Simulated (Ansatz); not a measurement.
# CH4F2GaS (SMILES [F][Ga]([F])[CH2][SH2+]) (charge +1): what the fields show

The calculation's input:

```
crystal:
  periodic: [false, false, false]
  atoms:
    - symbol: C
      position_ang: [-2.314921, 1.096750, -1.169249]
    - symbol: F
      position_ang: [-1.370649, -1.320114, -2.530667]
    - symbol: F
      position_ang: [-1.144974, 1.133202, -4.356913]
    - symbol: Ga
      position_ang: [-1.563775, 0.404929, -2.866025]
    - symbol: S
      position_ang: [-2.454083, -0.283676, 0.021992]
    - symbol: H
      position_ang: [-3.335941, 1.488982, -1.296954]
    - symbol: H
      position_ang: [-1.708054, 1.894068, -0.714253]
    - symbol: H
      position_ang: [-2.022226, -1.279147, -0.838684]
    - symbol: H
      position_ang: [-1.257920, -0.179349, 0.658941]
basis:
  gaussian:
    orbitals: def2-TZVPD
total_charge: 1
hamiltonian:
  xc: pbe0
output: {forces: true, orbitals: {seedname: orbitals}}
```

Command:

```sh
ansatz run input.yaml --threads 2 --pin off --max-ram 4350MiB --events-out events.jsonl --progress --plain --runs-dir runs
```

Geometry: PBE0-D3(BJ)/def2-SVP.

Theory: isolated molecule in a Gaussian basis; Kohn-Sham density functional theory, functional PBE0 in Ansatz 0.2.0.

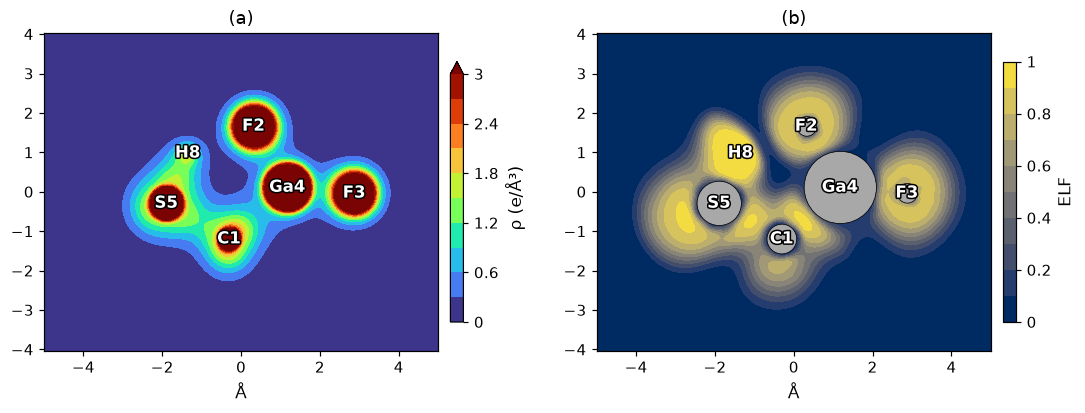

Figure 1. (a) total electron density; (b) electron localisation function on the plane of atoms C1, S5 and H8. Grey discs cover the atomic cores in the ELF map.

**Interpret the plot.**

The section cuts through C, F, Ga, S and H sites.
Ga–F (1.71 Å): ρ at the midpoint is about 1 e/Å³; the ELF peaks at about 0.80 in the valence shell of F, 0.5 Å from its nucleus, and is about 0.20 at the midpoint.
C–S (1.83 Å): the density is about 1.2 e/Å³ at the midpoint; the ELF peaks at about 0.90 between the atoms (a covalent bond).
C–Ga (1.98 Å): ρ is about 0.77 e/Å³ halfway; the ELF peaks at about 0.95 in the valence shell of C, 0.7 Å from its nucleus, and is about 0.60 at the midpoint.
Ga–F (1.77 Å): ρ is about 0.87 e/Å³ halfway; the ELF peaks at about 0.85 in the valence shell of F, 0.6 Å from its nucleus, and is about 0.15 at the midpoint.
S–H (1.39 Å): ρ is about 1.6 e/Å³ halfway; the ELF climbs to about 1 towards the hydrogen, as it does in any bond to H; an ordinary covalent bond to hydrogen.
The ELF also peaks beside S5, F3 and F2, away from the bonds: lone-pair regions.

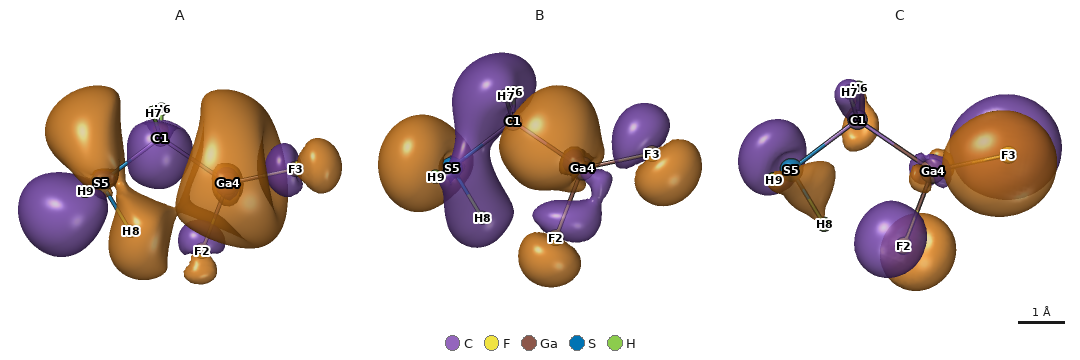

Figure 2. Three frontier orbitals at ±0.06 Å⁻³ᐟ² (orange and purple are the two phases), in no order.

**Order the three orbitals by energy and name them.**

C is the HOMO−1 (−15.86 eV). Its weight (Hirshfeld) is mainly on F3 (about 70 %), F2 (about 15 %) and Ga4 (about 10 %); largely a lone pair of F3. B is the HOMO (−14.77 eV). By Hirshfeld shares it lies mainly on C1 (about 30 %), S5 (about 20 %), F3 (about 15 %), Ga4 (about 15 %) and F2 (about 10 %). A is the LUMO (−6.70 eV). It lies mainly on Ga4 (about 30 %), S5 (about 30 %), C1 (about 15 %) and F3 (about 10 %).

**What is the HOMO–LUMO gap?**

8.07 eV between the orbital energies.

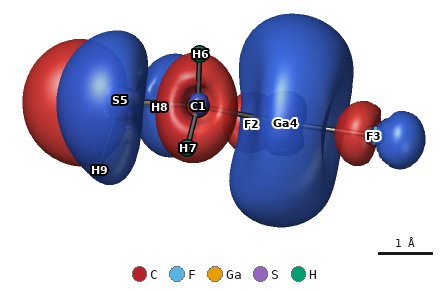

Figure 3. One frontier orbital at ±0.08 Å⁻³ᐟ² (blue and red are the two phases), seen from one side.

**Which orbital is it: HOMO or LUMO?**

The LUMO, at −6.70 eV. It lies mainly on Ga4 (about 30 %), S5 (about 30 %), C1 (about 15 %) and F3 (about 10 %).
